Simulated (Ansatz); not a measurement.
**BCl (SMILES [B]Cl) at FCI/STO-3G**

Aim: the vertical electron affinity of BCl at FCI/STO-3G, from 2 runs. 

Program for the calculation: Ansatz 0.2.0.

40 further runs of the same task are left out: 1 that didn't finish, 39 set aside as unsound or not needed.

## 1. The molecule

BCl: 2 atoms, total charge 0, spin state singlet. As SMILES, `[B]Cl`. Geometry: relaxed at PBE0-D4/def2-TZVP.

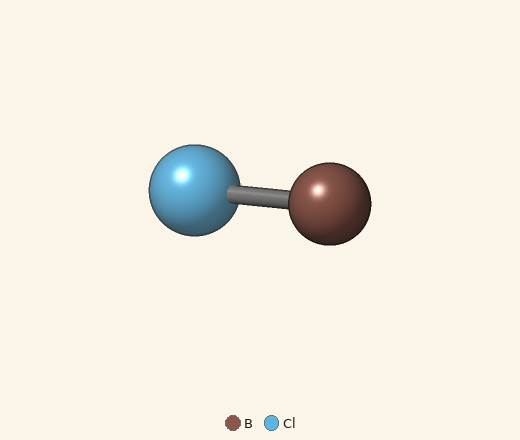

Viewed from a chosen angle; boron brown, chlorine blue.

## 2. A single-point energy at FCI/STO-3G

job.yaml

```yaml
crystal:
  periodic: [false, false, false]
  atoms:
    - {symbol: B, position_ang: [-0.000000, -0.000000, -0.069660]}
    - {symbol: Cl, position_ang: [0.000000, 0.000000, 1.648190]}
basis:
  gaussian:
    orbitals: STO-3G
correlation:
  method: fci
  frozen_orbitals: {B: 1, Cl: 5}
accuracy: high
```

Launch:

```bash
$ ansatz run job.yaml --threads 1 --pin off --max-ram 3480MiB --events-out events.jsonl --progress --plain --runs-dir runs
```

The log of the run:

```text
Warning: RAYON_NUM_THREADS=1 ignored (pool sized by the plan → 1); use --threads N
Functional definition: HF
  name "HF"
  exchange = exact_x
  correlation = 0
224 factors; integrals over basis functions are off by at most 2.1e-8 eV
mean field evaluation 1: about -13029.3769 eV, gradient 1.2e1 eV
mean field evaluation 2: about -13029.3991 eV, gradient 1.2e1 eV
mean field evaluation 4: about -13030.1966 eV, gradient 5.9e-1 eV
mean field evaluation 8: about -13030.1981 eV, gradient 7.4e-6 eV
mean field -13030.19805870 eV, -478.8509464717 hartree, gradient 5.6e-9 eV, S^2 0.000000; 0 other end points of the search recorded, 0 dependent functions left out; unrestricted orbitals would lower it
mean field evaluation 16: about -13030.1776 eV, gradient 1.1e1 eV
6 core orbitals not correlated: weight in the atoms' cores, before any rotation towards them, 1.000 or more for the frozen orbitals, at most 0.000 for the correlated occupied ones
reference -13030.19805870 eV, -478.8509464717 hartree; 5, 5 occupied and 3, 3 virtual orbitals, 224 factors
state -13031.96526274 eV, -478.9158900224 hartree
Total energy: -13031.96526274 eV, -478.9158900224 hartree
```

It took 0.16 s on 1 thread of Intel Xeon Platinum 8488C (Sapphire Rapids), shared host.

## 3. The doublet anion, same level

run.yaml

```yaml
crystal:
  periodic: [false, false, false]
  atoms:
    - {symbol: B, position_ang: [-0.000000, -0.000000, -0.069660]}
    - {symbol: Cl, position_ang: [0.000000, 0.000000, 1.648190]}
basis:
  gaussian:
    orbitals: STO-3G
total_charge: -1
magnetization:
  spin_polarized: true
  initial_magnetization: 1
correlation:
  method: fci
  frozen_orbitals: {B: 1, Cl: 5}
accuracy: high
```

Launch:

```bash
$ ansatz run run.yaml --threads 1 --pin off --max-ram 3480MiB --events-out events.jsonl --progress --plain --runs-dir runs
```

The log of the run:

```text
Warning: RAYON_NUM_THREADS=1 ignored (pool sized by the plan → 1); use --threads N
[... 4 set-up lines as earlier in the session ...]
224 factors; integrals over basis functions are off by at most 2.1e-8 eV
mean field evaluation 1: about -13024.1691 eV, gradient 5.1e0 eV
mean field evaluation 2: about -13024.2057 eV, gradient 5.1e0 eV
mean field evaluation 4: about -13024.3998 eV, gradient 3.5e-1 eV
mean field evaluation 8: about -13024.4016 eV, gradient 4.4e-7 eV
mean field evaluation 16: about -13024.4325 eV, gradient 6.1e-7 eV
mean field evaluation 32: about -13024.4016 eV, gradient 6.8e-4 eV
mean field -13024.43251430 eV, -478.6390666231 hartree, gradient 5.0e-8 eV, S^2 0.940509; 6 other end points of the search recorded, 0 dependent functions left out
6 core orbitals not correlated: weight in the atoms' cores, before any rotation towards them, 1.000 or more for the frozen orbitals, at most 0.000 for the correlated occupied ones
reference -13024.36375938 eV, -478.6365399264 hartree; 6, 5 occupied and 2, 3 virtual orbitals, 224 factors
state -13025.33286794 eV, -478.6721540092 hartree
Total energy: -13025.33286794 eV, -478.6721540092 hartree
```

Wall time 0.24 s (1 thread of Intel Xeon Platinum 8488C (Sapphire Rapids), shared host).

## 4. Summary of results

At FCI/STO-3G, 6 core orbitals frozen:

| quantity | value |
| --- | --- |
| singlet BCl: total energy | -478.91589 Eh |
| singlet BCl: correlation energy (6 core orbitals frozen) | -64.9 mEh |
| doublet anion: total energy | -478.67215 Eh |
| doublet anion: correlation energy (6 core orbitals frozen) | -35.6 mEh |
| vertical electron affinity (to the doublet anion) | -6.632 eV |

The anion lies 6.63 eV (640 kJ/mol) above the neutral: the electron isn't bound at this level, and such a value depends on the basis. Without diffuse functions anions come out too high. In a minimal basis such a difference can be off by several eV, whatever the method. The restricted solution (singlet BCl) is unstable to spin breaking: an unrestricted one lies lower.
